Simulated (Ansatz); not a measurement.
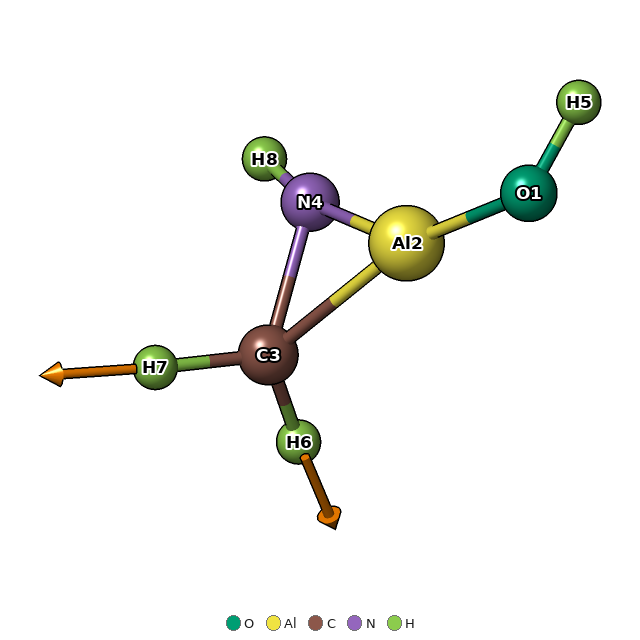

The arrows show one normal mode. Harmonic vibrations computed with RKS PBE0-D4/def2-TZVP (Ansatz 0.2.0) at a stationary point of the same level.

### What kind of motion is it?

Mostly in-phase stretching of 2 C–H bonds.

### At what wavenumber does it lie?

3043 cm⁻¹; it is mode 15 of 18 counted from the lowest.
